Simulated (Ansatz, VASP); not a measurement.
# Ru16N3 (Ru(0001)): VASP beside Ansatz

One calculation is typed for both programs; each brings its own data sets and cutoff. How far apart do they land? The structure shown is the end of the VASP relaxation below.

Method: plane waves, with VASP 6.6.1 beside it; single point at PBE, in Ansatz 0.2.0.

## Step 1: The starting structure

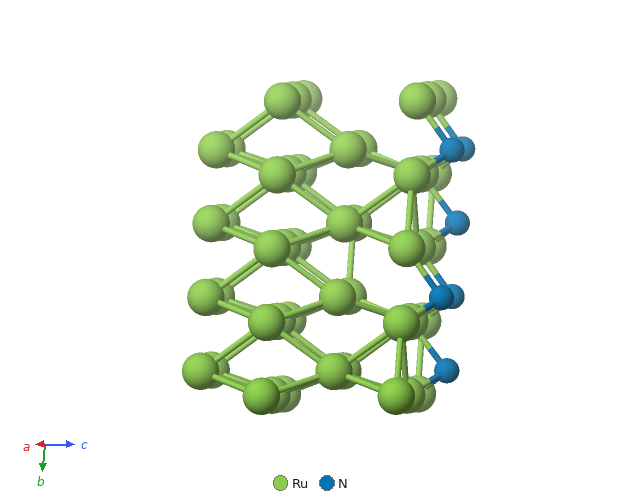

The starting structure, seen from the side, with the c axis across the page (ruthenium green, nitrogen blue). 1×2×1 cells are drawn. Bonds to atoms that aren't drawn are left out. Some periodic images of atoms are drawn too.

The cell holds 19 atoms: 16 Ru and 3 N. Its edges and angles: a = 5.433 Å, b = 5.433 Å, c = 21.412 Å, α = 90.0°, β = 90.0°, γ = 60.0°. It derives from Ru. As first built, before any earlier steps moved the atoms: 3 N over hcp sites of a 2 x 2 cell of Ru(0001). Vacuum lies along c.

## Step 2: VASP: relaxation, PBE

This run makes the geometry at which the two programs are then compared.

Lines of VASP's logs that name or quote its potential files are left out, and so is its time.

Input file INCAR:

```
SYSTEM = Ru16N3
PREC = Normal
ENCUT = 440
EDIFF = 1E-05
NELM = 120
ISMEAR = 1
SIGMA = 0.15
LREAL = Auto
ALGO = Fast
GGA = PE
NBANDS = 90
LASPH = .TRUE.
LORBIT = 11
LWAVE = .FALSE.
LCHARG = .FALSE.
KPAR = 4
NCORE = 2
IBRION = 2
NSW = 45
ISIF = 2
EDIFFG = -0.03
POTIM = 0.4
MAXMIX = 40
IDIPOL = 3
LDIPOL = .TRUE.
DIPOL = 0.5 0.5 0.531
```

Input file POSCAR:

```
Ru16N3
1.0
    5.4333338510      0.0000000000      0.0000000000
    2.7166669255      4.7054051422      0.0000000000
    0.0000000000      0.0000000000     21.4119355986
Ru N
16 3
Selective dynamics
Direct
    0.8333333300      0.3333333300      0.3502719300  F F F
    0.3333333300      0.3333333300      0.3502719300  F F F
    0.8333333300      0.8333333300      0.3502719300  F F F
    0.3333333300      0.8333333300      0.3502719300  F F F
    0.0000000000      0.0000000000      0.4500906400  F F F
    0.5000000000      0.0000000000      0.4500906400  F F F
    0.0000000000      0.5000000000      0.4500906400  F F F
    0.5000000000      0.5000000000      0.4500906400  F F F
    0.8333333300      0.3333333300      0.5497019300  T T T
    0.3333333300      0.3333333300      0.5497019300  T T T
    0.8333333300      0.8333333300      0.5497019300  T T T
    0.3333333300      0.8333333300      0.5497019300  T T T
    0.0000000000      0.0000000000      0.6463084400  T T T
    0.5000000000      0.0000000000      0.6463084400  T T T
    0.0000000000      0.5000000000      0.6463084400  T T T
    0.5000000000      0.5000000000      0.6463084400  T T T
    0.3333333300      0.3333333300      0.7000168000  T T T
    0.8333333300      0.3333333300      0.7000168000  T T T
    0.3333333300      0.8333333300      0.7000168000  T T T
```

Input file KPOINTS:

```
Automatic mesh
0
Gamma
6 6 1
0 0 0
```

Potentials, in the order of the species: Ru and N (PBE family, release 64).

The run is started by

```bash
mpirun -np 8 vasp_std
```

Numbers of over 12 decimals in the logs are rounded to 6 here.

Log:

```text
[banner, memory and clock lines left out]
running    8 mpi-ranks, on    1 nodes
 distrk:  each k-point on    2 cores,    4 groups
 distr:  one band on    2 cores,    1 groups

 POSCAR found type information on POSCAR RuN
 POSCAR found :  2 types and      19 ions
 LDA part: xc-table for (Slater+PW92), standard interpolation
 POSCAR, INCAR and KPOINTS ok, starting setup
 FFT: planning ... GRIDC
 FFT: planning ... GRID_SOFT
 FFT: planning ... GRID
 WAVECAR not read
 entering main loop
       N       E                     dE             d eps       ncg     rms          rms(c)
DAV:   1     0.903981395538E+03    0.90398E+03   -0.58189E+04  1276   0.121E+03
DAV:   2    -0.821052026127E+02   -0.98609E+03   -0.91846E+03  1396   0.287E+02
DAV:   3    -0.176515540989E+03   -0.94410E+02   -0.90035E+02  2120   0.777E+01
DAV:   4    -0.181833787961E+03   -0.53182E+01   -0.51816E+01  1624   0.180E+01
DAV:   5    -0.182043140300E+03   -0.20935E+00   -0.20723E+00  1928   0.357E+00    0.628E+01
RMM:   6    -0.195285229524E+03   -0.13242E+02   -0.11796E+02  1430   0.283E+01    0.388E+01
RMM:   7    -0.442146136430E+03   -0.24686E+03   -0.32322E+02  1933   0.483E+01    0.776E+01
RMM:   8    -0.267721848390E+03    0.17442E+03   -0.10982E+02  1677   0.256E+01    0.574E+01
RMM:   9    -0.202260810445E+03    0.65461E+02   -0.52433E+01  1330   0.193E+01    0.416E+01
RMM:  10    -0.181057913178E+03    0.21203E+02   -0.70564E+01  1461   0.186E+01    0.294E+01
RMM:  11    -0.167775899436E+03    0.13282E+02   -0.17606E+01  1269   0.125E+01    0.135E+01
RMM:  12    -0.168122762690E+03   -0.34686E+00   -0.17772E+01  1663   0.840E+00    0.140E+01
RMM:  13    -0.166305989009E+03    0.18168E+01   -0.26242E+00  1722   0.316E+00    0.102E+01
RMM:  14    -0.166116977541E+03    0.18901E+00   -0.34123E-01  1700   0.110E+00    0.964E+00
[...]
RMM:  30    -0.164336575675E+03   -0.96696E-04   -0.27654E-04  1607   0.335E-02    0.499E-02
RMM:  31    -0.164336608067E+03   -0.32392E-04   -0.58853E-05  1088   0.181E-02    0.387E-02
RMM:  32    -0.164336667899E+03   -0.59833E-04   -0.32198E-05   889   0.137E-02    0.227E-02
RMM:  33    -0.164336725081E+03   -0.57182E-04   -0.11432E-05   756   0.867E-03    0.144E-02
RMM:  34    -0.164336760151E+03   -0.35070E-04   -0.16056E-05   762   0.952E-03    0.310E-03
RMM:  35    -0.164336773475E+03   -0.13323E-04   -0.54632E-06   697   0.602E-03    0.346E-03
RMM:  36    -0.164336785305E+03   -0.11831E-04   -0.23472E-06   600   0.410E-03    0.390E-03
RMM:  37    -0.164336788857E+03   -0.35517E-05   -0.75287E-07   519   0.296E-03
   1 F= -.16433679E+03 E0= -.16433281E+03  d E =-.164337E+03
[... from here on, the cycles between the ionic steps are left out ...]
   6 F= -.16463645E+03 E0= -.16463557E+03  d E =-.225640E-01
   7 F= -.16466073E+03 E0= -.16466020E+03  d E =-.468530E-01
   8 F= -.16466225E+03 E0= -.16466238E+03  d E =-.483643E-01
   9 F= -.16466974E+03 E0= -.16466957E+03  d E =-.558560E-01
  10 F= -.16468719E+03 E0= -.16468735E+03  d E =-.174496E-01
  11 F= -.16469580E+03 E0= -.16469636E+03  d E =-.260646E-01
  12 F= -.16469633E+03 E0= -.16469698E+03  d E =-.265902E-01
  13 F= -.16469875E+03 E0= -.16469948E+03  d E =-.242417E-02
  14 F= -.16469868E+03 E0= -.16469942E+03  d E =-.234991E-02
  15 F= -.16469867E+03 E0= -.16469941E+03  d E =-.234704E-02
 curvature:  -0.71 expect dE=-0.255E-03 dE for cont linesearch -0.760E-07
 trial: gam= 0.08174 g(F)=  0.359E-03 g(S)=  0.000E+00 ort =-0.264E-04 (trialstep = 0.106E+01)
 search vector abs. value=  0.398E-03
 bond charge predicted
       N       E                     dE             d eps       ncg     rms          rms(c)
DAV:   1    -0.164698964845E+03   -0.28962E-03   -0.57189E-02  1260   0.736E-01    0.432E-02
RMM:   2    -0.164699005997E+03   -0.41152E-04   -0.80805E-04  1266   0.106E-01    0.431E-02
RMM:   3    -0.164699019423E+03   -0.13426E-04   -0.20613E-04  1362   0.482E-02    0.263E-02
RMM:   4    -0.164699040765E+03   -0.21342E-04   -0.81351E-05  1165   0.246E-02    0.272E-02
RMM:   5    -0.164699040795E+03   -0.29733E-07   -0.11148E-05   738   0.100E-02
  16 F= -.16469904E+03 E0= -.16469978E+03  d E =-.365820E-03
 trial-energy change:   -0.000366  1 .order   -0.000331   -0.000380   -0.000283
 step:   4.1748(harm=  4.1748)  dis= 0.00814  next Energy=  -164.699420 (dE=-0.745E-03)
 reached required accuracy - stopping structural energy minimisation
```

From OUTCAR (step 2):

```text
ion  position               nearest neighbor table
   1  0.833  0.333  0.350-   5 2.65   8 2.65   7 2.65   3 2.72   3 2.72   4 2.72   4 2.72   2 2.72
                             2 2.72
   2  0.333  0.333  0.350-   6 2.65   7 2.65   8 2.65   4 2.72   3 2.72   4 2.72   3 2.72   1 2.72
                             1 2.72
   3  0.833  0.833  0.350-   7 2.65   6 2.65   5 2.65   1 2.72   1 2.72   2 2.72   2 2.72   4 2.72
                             4 2.72
   4  0.333  0.833  0.350-   8 2.65   5 2.65   6 2.65   2 2.72   1 2.72   2 2.72   1 2.72   3 2.72
                             3 2.72
   5  0.000  0.000  0.450-   9 2.65  12 2.65  11 2.65   1 2.65   4 2.65   3 2.65   7 2.72   7 2.72
                             8 2.72   8 2.72   6 2.72   6 2.72
   6  0.500  0.000  0.450-  10 2.65  11 2.65  12 2.65   2 2.65   3 2.65   4 2.65   8 2.72   7 2.72
                             8 2.72   7 2.72   5 2.72   5 2.72
   7  0.000  0.500  0.450-  11 2.65  10 2.65   9 2.65   3 2.65   2 2.65   1 2.65   5 2.72   5 2.72
                             6 2.72   6 2.72   8 2.72   8 2.72
   8  0.500  0.500  0.450-  12 2.65   9 2.65  10 2.65   4 2.65   1 2.65   2 2.65   6 2.72   5 2.72
                             6 2.72   5 2.72   7 2.72   7 2.72
   9  0.833  0.333  0.550-  13 2.60  16 2.60  15 2.60   5 2.65   8 2.65   7 2.65  11 2.72  11 2.72
                            12 2.72  12 2.72  10 2.72  10 2.72
  10  0.333  0.333  0.550-  14 2.60  15 2.60  16 2.60   6 2.65   7 2.65   8 2.65  12 2.72  11 2.72
                            12 2.72  11 2.72   9 2.72   9 2.72
  11  0.833  0.833  0.550-  15 2.60  14 2.60  13 2.60   7 2.65   6 2.65   5 2.65   9 2.72   9 2.72
                            10 2.72  10 2.72  12 2.72  12 2.72
  12  0.333  0.833  0.550-  16 2.60  13 2.60  14 2.60   8 2.65   5 2.65   6 2.65  10 2.72   9 2.72
                            10 2.72   9 2.72  11 2.72  11 2.72
  13  0.000  0.000  0.646-  18 1.94  19 1.94   9 2.60  12 2.60  11 2.60  15 2.72  15 2.72  16 2.72
                            16 2.72  14 2.72  14 2.72
  14  0.500  0.000  0.646-  17 1.94  19 1.94  10 2.60  11 2.60  12 2.60  16 2.72  15 2.72  16 2.72
                            15 2.72  13 2.72  13 2.72
  15  0.000  0.500  0.646-  17 1.94  18 1.94  11 2.60  10 2.60   9 2.60  13 2.72  13 2.72  14 2.72
                            14 2.72  16 2.72  16 2.72
  16  0.500  0.500  0.646-  19 1.94  18 1.94  17 1.94  12 2.60   9 2.60  10 2.60  14 2.72  13 2.72
                            14 2.72  13 2.72  15 2.72  15 2.72
  17  0.333  0.333  0.700-  14 1.94  15 1.94  16 1.94
  18  0.833  0.333  0.700-  13 1.94  16 1.94  15 1.94
  19  0.333  0.833  0.700-  16 1.94  13 1.94  14 1.94

  LATTYP: Found a hexagonal cell.
 ALAT       =     5.4333338510
 C/A-ratio  =     3.9408466672

 Subroutine GETGRP returns: Found  6 space group operations
 (whereof  2 operations were pure point group operations)

The static configuration has the point symmetry C_1h.
 The point group associated with its full space group is C_3v.

 Found      7 irreducible k-points:

   k-points           NKPTS =      7   k-points in BZ     NKDIM =      7   number of bands    NBANDS=     90

   dimension x,y,z NGX =    28 NGY =   28 NGZ =  112
   dimension x,y,z NGXF=    56 NGYF=   56 NGZF=  224

   ENCUT  =  440.0 eV  32.34 Ry    5.69 a.u.   9.29  9.29 36.62*2*pi/ulx,y,z

   NELECT =     143.0000    total number of electrons

 k-points in reciprocal lattice and weights: Automatic mesh
   0.00000000  0.00000000  0.00000000       0.028
   0.16666667  0.00000000  0.00000000       0.167
   0.33333333  0.00000000  0.00000000       0.167
   0.50000000 -0.00000000  0.00000000       0.083
   0.33333333  0.16666667  0.00000000       0.167
   0.50000000  0.16666667  0.00000000       0.333
  -0.33333333  0.33333333  0.00000000       0.056

 dipolmoment           0.000000      0.000000      0.210599 electrons x Angstroem

 average (electrostatic) potential at core
       1 -66.3610       2 -66.3610       3 -66.3509       4 -66.3610       5 -66.7932
       6 -66.7932       7 -66.7932       8 -66.8417       9 -66.7576      10 -66.7576
      11 -66.5904      12 -66.7576      13 -67.0026      14 -67.0026      15 -67.0026
      16 -67.2710      17 -67.4574      18 -67.4574      19 -67.4574

 E-fermi :   1.9993

 k-point     1 :       0.0000    0.0000    0.0000
  band No.  band energies     occupation
    ...
     61       1.3951      2.00000
     62       1.3951      2.00000
     63       1.4542      2.00000
     64       1.4542      2.00000
     65       1.6683      2.00774
     66       2.1895     -0.07037
     67       2.1895     -0.07037
     68       2.5208     -0.00001
     69       2.5208     -0.00001
     70       2.5239     -0.00001
    ...

 k-point     2 :       0.1667    0.0000    0.0000
  band No.  band energies     occupation
    ...
     63       1.3108      2.00000
     64       1.3763      2.00000
     65       1.4317      2.00000
     66       1.8306      2.06740
     67       2.0403      0.55617
     68       2.0616      0.36009
     69       2.1552     -0.05743
     70       2.1566     -0.05888
     71       2.3920     -0.00134
     72       2.4075     -0.00082
    ...

 k-point     3 :       0.3333    0.0000    0.0000
  band No.  band energies     occupation
    ...
     68       1.3308      2.00000
     69       1.6367      2.00332
     70       1.6886      2.01260
     71       1.9085      1.84493
     72       1.9158      1.79956
     73       2.1796     -0.07075
     74       2.2047     -0.06565
     75       2.2547     -0.03687
     76       2.2563     -0.03592
     77       2.3064     -0.01370
    ...

  Total       -4.5222716     -4.5222716     -7.7596274      0.0000000      0.0000000      0.0000000
  in kB      -13.2357294    -13.2357294    -22.7107829      0.0000000      0.0000000      0.0000000
  external PRESSURE =     -16.3940806 kB  Pullay stress =       0.0000000 kB

  energy-cutoff  :      440.00
  volume of cell :      547.42
      direct lattice vectors                 reciprocal lattice vectors
     5.433333851  0.000000000  0.000000000     0.184049062 -0.106260776  0.000000000
     2.716666926  4.705405142  0.000000000     0.000000000  0.212521551  0.000000000
     0.000000000  0.000000000 21.411935599     0.000000000  0.000000000  0.046702924

 POSITION                                       TOTAL-FORCE (eV/Angst)
 -----------------------------------------------------------------------------------
      5.43333      1.56847      7.50000         0.031265     -0.018051      0.880929
      2.71667      1.56847      7.50000        -0.031265     -0.018051      0.880929
      6.79167      3.92117      7.50000        -0.000000      0.000000      0.906700
      4.07500      3.92117      7.50000        -0.000000      0.036102      0.880929
      0.00000      0.00000      9.63731        -0.142488     -0.082266     -1.080508
      2.71667      0.00000      9.63731         0.142488     -0.082266     -1.080508
      1.35833      2.35270      9.63731        -0.000000      0.164532     -1.080508
      4.07500      2.35270      9.63731        -0.000000      0.000000     -0.317706
      5.44905      1.55940     11.76401        -0.023050      0.013308      0.001783
      2.70095      1.55940     11.76401         0.023050      0.013308      0.001783
      6.79167      3.92117     11.81742        -0.000000      0.000000     -0.020977
      4.07500      3.93932     11.76401        -0.000000     -0.026615      0.001783
      8.13142      4.69468     14.00285         0.009307      0.005374     -0.013223
      5.45191      4.69468     14.00285        -0.009307      0.005374     -0.013223
      6.79167      2.37415     14.00285        -0.000000     -0.010747     -0.013223
      4.07500      2.35270     13.92822        -0.000000      0.000000      0.015074
      2.71062      1.56498     15.12534        -0.014802     -0.008546      0.016655
      5.43938      1.56498     15.12534         0.014802     -0.008546      0.016655
      4.07500      3.92816     15.12534        -0.000000      0.017092      0.016655
 -----------------------------------------------------------------------------------
    total drift:                                0.000393      0.000227      0.111948

  FREE ENERGIE OF THE ION-ELECTRON SYSTEM (eV)
  ---------------------------------------------------
  free  energy   TOTEN  =      -164.6990407946 eV

  energy  without entropy=     -164.7012603782  energy(sigma->0) =     -164.69978066

 reached required accuracy - stopping structural energy minimisation

 vacuum level on the upper side and lower side of the slab         8.161         6.645

 total charge
# of ion       s       p       d       tot
------------------------------------------
    1        0.596   0.573   6.510   7.679
    2        0.596   0.573   6.510   7.679
    3        0.596   0.569   6.515   7.681
    4        0.596   0.573   6.510   7.679
    5        0.627   0.803   6.564   7.995
    6        0.627   0.803   6.564   7.995
    7        0.627   0.803   6.564   7.995
    8        0.627   0.807   6.556   7.990
    9        0.623   0.794   6.561   7.979
   10        0.623   0.794   6.561   7.979
   11        0.626   0.780   6.590   7.996
   12        0.623   0.794   6.561   7.979
   13        0.635   0.922   6.720   8.276
   14        0.635   0.922   6.720   8.276
   15        0.635   0.922   6.720   8.276
   16        0.643   1.064   6.759   8.466
   17        1.330   2.257   0.000   3.586
   18        1.330   2.257   0.000   3.586
   19        1.330   2.257   0.000   3.586
--------------------------------------------------
tot         13.925  19.266 105.486 138.677

[... 3 further parts left out ...]
```

(Part 1 of 2 ends here.)

[Lines on the potential files, build, host, timing and source positions are cut from VASP's logs without a mark.]

[Logs are printed without paths, hosts, clocks, repeated set-up lines and the standing remarks that a program may print on its own settings, such as how far it seeks lower states.]

[Hosts, paths, dates, database ids (printed as entryN), source tags and the programs' standing remarks are cut or masked in the printed files.]
